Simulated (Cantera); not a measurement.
Feed: 1 mol AlCl₃, 4.8 mol N₂O, 2 mol H₂, held at 91.0 mbar.

Method: chemical equilibrium by Gibbs-energy minimisation in Cantera with the NASA 1993 tables (ideal gas, pure condensed phases). Candidate condensed phases: Al, AlCl₃, AlN, Al₂O₃, H₂O, NH₄Cl; 45 gas species. Condensed phases not in the tables: AlOCl. The numbers say what is thermodynamically allowed, not how fast it happens.

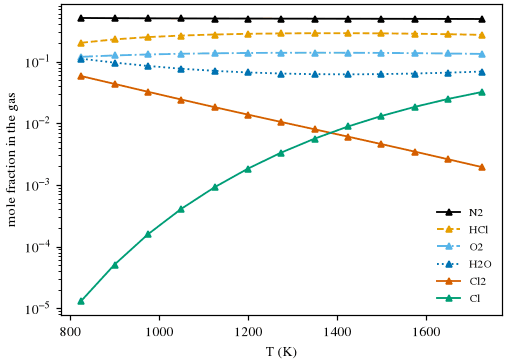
*Equilibrium gas composition (values under 1e-9 drawn at 1e-9)*

From 825 K to 1725 K the condensed part is Al₂O₃(s).
